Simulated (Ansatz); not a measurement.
# HNO (nitroxyl): levels of theory compared

We compute a comparison of 6 runs (B3LYP/STO-3G, UPBE0/STO-3G, BCCD(T)/STO-3G, CCSDTQ/STO-3G, CCSD(T)/STO-3G, UCCSD(T)/STO-3G) of HNO (nitroxyl). 

The results are computed with Ansatz 0.2.0.

50 further runs of the same task are left out: 1 that didn't finish, 49 set aside as unsound or not needed.

## 1. The molecule

HNO: 3 atoms, total charge 0, spin state singlet. As SMILES, `N=O`. The H3–N1 distance was set to 2.127 Å, away from the relaxed value. At this shape a bond of the SMILES string is far longer than usual.

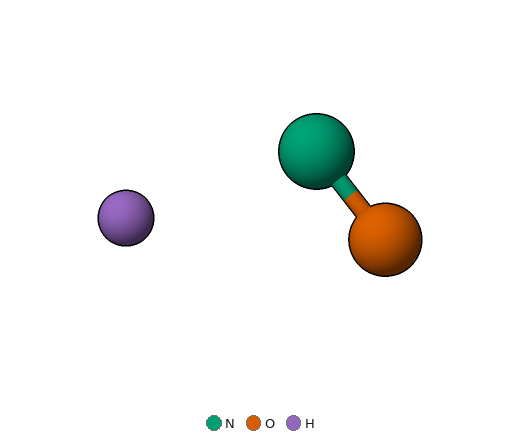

Viewed from a chosen angle; nitrogen teal, oxygen orange, hydrogen purple.

## 2. A single-point energy at B3LYP/STO-3G (run 1)

File input.yaml:

```yaml
crystal:
  periodic: [false, false, false]
  atoms:
    - {symbol: "N", position_ang: [-0.095803, 1.335542, 0.105026]}
    - {symbol: O, position_ang: [0.943197, 1.419952, 0.678686]}
    - {symbol: H, position_ang: [-0.471600, -0.709980, -0.339350]}
basis:
  gaussian:
    orbitals: STO-3G
total_charge: 0
hamiltonian:
  xc: {name: B3LYP}
accuracy: high
```

Run with:

```bash
$ ansatz run input.yaml --threads 1 --pin off --max-ram 3480MiB --events-out events.jsonl --progress --plain --runs-dir runs
```

What it wrote:

```text
Warning: RAYON_NUM_THREADS=1 ignored (pool sized by the plan → 1); use --threads N
Functional definition: B3LYP
  name "B3LYP"
  parameter a0 = 0.2
  parameter ax = 0.72
  parameter ac = 0.81
  exchange = (1 - a0 - ax)*slater_x + ax*b88_x + a0*exact_x
  correlation = (1 - ac)*vwn_rpa_c + ac*lyp_c
167 factors; integrals over basis functions are off by at most 3.1e-8 eV
mean field evaluation 1: about -3491.6850 eV, gradient 2.3e1 eV
mean field evaluation 2: about -3483.2298 eV, gradient 2.5e1 eV
mean field evaluation 4: about -3492.3979 eV, gradient 2.4e1 eV
mean field evaluation 8: about -3496.1703 eV, gradient 2.4e1 eV
mean field evaluation 16: about -3498.6974 eV, gradient 1.6e-8 eV
mean field -3498.69740086 eV, -128.5747579794 hartree, gradient 2.6e-8 eV, S^2 0.000000; 0 other end points of the search recorded, 0 dependent functions left out
reference -3498.69742000 eV, -128.5747586828 hartree; 8, 8 occupied and 3, 3 virtual orbitals, 167 factors
Total energy: -3498.69742000 eV, -128.5747586828 hartree
```

Run time: 0.4 s. Hardware: 1 thread of AMD EPYC 7R43 (Zen 3), shared host.

## 3. The energy at UPBE0/STO-3G (run 2)

File job.yaml:

```yaml
crystal:
  periodic: [false, false, false]
  atoms:
    - {symbol: N, position_ang: [-0.095803, 1.335542, 0.105026]}
    - {symbol: O, position_ang: [0.943197, 1.419952, 0.678686]}
    - {symbol: H, position_ang: [-0.471600, -0.709980, -0.339350]}
basis:
  gaussian:
    orbitals: STO-3G
accuracy: high
magnetization:
  spin_polarized: true
  initial_magnetization: 0
hamiltonian:
  xc: pbe0
```

Run with:

```bash
$ ansatz run job.yaml --threads 1 --pin off --max-ram 3480MiB --events-out events.jsonl --progress --plain --runs-dir runs
```

What it wrote:

```text
Warning: RAYON_NUM_THREADS=1 ignored (pool sized by the plan → 1); use --threads N
Functional definition: PBE0
  name "PBE0"
  parameter a = 0.25
  parameter kappa = 0.804
  parameter beta = 0.06672455060314922
  exchange = (1 - a)*pbe_x(kappa = kappa, mu = beta*pi^2/3) + a*exact_x
  correlation = pbe_c(beta = beta)
167 factors; integrals over basis functions are off by at most 3.1e-8 eV
mean field evaluation 1: about -3488.6539 eV, gradient 1.6e1 eV
mean field evaluation 2: about -3482.7396 eV, gradient 1.5e1 eV
mean field evaluation 4: about -3490.7987 eV, gradient 1.6e1 eV
mean field evaluation 8: about -3493.2859 eV, gradient 1.2e1 eV
mean field evaluation 16: about -3495.3210 eV, gradient 1.1e-8 eV
mean field evaluation 32: about -3496.3907 eV, gradient 3.5e-4 eV
mean field evaluation 64: about -3496.3740 eV, gradient 6.6e-1 eV
mean field -3496.39072709 eV, -128.4899892817 hartree, gradient 2.6e-8 eV, S^2 0.865168; 5 other end points of the search recorded, 0 dependent functions left out
reference -3496.39072805 eV, -128.4899893170 hartree; 8, 8 occupied and 3, 3 virtual orbitals, 167 factors
Total energy: -3496.39072805 eV, -128.4899893170 hartree
```

Wall time 1.9 s (1 thread of AMD EPYC 7R43 (Zen 3), shared host); peak memory 0.11 GiB.

Runs 3 to 5 aren't shown in full; the table further down has their settings and results.

## 4. A single-point energy at UCCSD(T)/STO-3G (run 6)

File in.yaml:

```yaml
crystal:
  periodic: [false, false, false]
  atoms:
    - {symbol: "N", position_ang: [-0.095803, 1.335542, 0.105026]}
    - {symbol: O, position_ang: [0.943197, 1.419952, 0.678686]}
    - {symbol: H, position_ang: [-0.471600, -0.709980, -0.339350]}
basis:
  gaussian:
    orbitals: STO-3G
magnetization:
  spin_polarized: true
  initial_magnetization: 0
correlation:
  method: ccsd_t
  frozen_orbitals: {H: 0, "N": 1, O: 1}
accuracy: high
scf:
  omitted_lower_state_checks: [cluster_reference, increment]
```

Run with:

```bash
$ ansatz run in.yaml --threads 1 --pin off --max-ram 3480MiB --events-out events.jsonl --progress --plain --runs-dir runs
```

What it wrote, shortened:

```text
Warning: RAYON_NUM_THREADS=1 ignored (pool sized by the plan → 1); use --threads N
Functional definition: HF
  name "HF"
[...]
167 factors; integrals over basis functions are off by at most 3.1e-8 eV
[...]
mean field -3483.25212639 eV, -128.0071546119 hartree, gradient 9.7e-9 eV, S^2 1.336487; 16 other end points of the search recorded, 0 dependent functions left out
2 core orbitals not correlated: weight in the atoms' cores, before any rotation towards them, 1.000 or more for the frozen orbitals, at most 0.000 for the correlated occupied ones
reference -3483.25212639 eV, -128.0071546119 hartree; 6, 6 occupied and 3, 3 virtual orbitals, 167 factors
second order -2.09156303 eV of doubles, -0.00000000 eV of singles
cycle   1  -2.37041618 eV  change   -2.8e-1 eV  update   1.0e-1
[...]
cycle  34  -3.53289896 eV  change  -1.1e-10 eV  update  2.0e-10
perturbative correction -0.06372576 eV, -0.0023418785 hartree
Total energy: -3486.84875111 eV, -128.1393281325 hartree
Checks for a lower state left out: cluster_reference, increment
```

It took 0.54 s on 1 thread of AMD EPYC 7R43 (Zen 3), shared host.

## 5. The series

| run | level | frozen core orbitals | energy (Eh) | wall time |
| --- | --- | --- | --- | --- |
| 1 | B3LYP/STO-3G | – | -128.574759 | 0.4 s |
| 2 | UPBE0/STO-3G | – | -128.489989 | 1.9 s |
| 3 | BCCD(T)/STO-3G | 2 | -128.150042 | 0.2 s |
| 4 | CCSDTQ/STO-3G | 2 | -128.146876 | 4.2 s |
| 5 | CCSD(T)/STO-3G | 2 | -128.150196 | 0.18 s |
| 6 | UCCSD(T)/STO-3G | 2 | -128.139328 | 0.54 s |

## 6. What came out

```
                                          quantity          value
                               run 6: total energy  -128.13933 Eh
run 6: correlation energy (2 core orbitals frozen)     -132.2 mEh
                             run 6: (T) correction      -2.34 mEh
          run 6: ⟨S²⟩ of the reference determinant          1.336
                              run 6: T1 diagnostic          0.081
```

In words: Totals of different functionals can't be ranked against each other. In runs 3, 4, 5 the log says that unrestricted orbitals would lower the reference, so the values rest on an unstable closed-shell determinant (other closed-shell runs at this shape may share the fault). In runs 1, 2, 3, 4, 5, 6 the basis is minimal, so the values are rough. In runs 1, 5 a closed-shell determinant meets a far-stretched bond, which it describes badly. Spin contamination of the reference: run 6 ⟨S²⟩ = 1.34, run 2 ⟨S²⟩ = 0.87. Where it is this large, the reference is a mixture of spin states, and values that rest on it are in doubt. All runs together took 7.4 s, the longest 4.2 s.
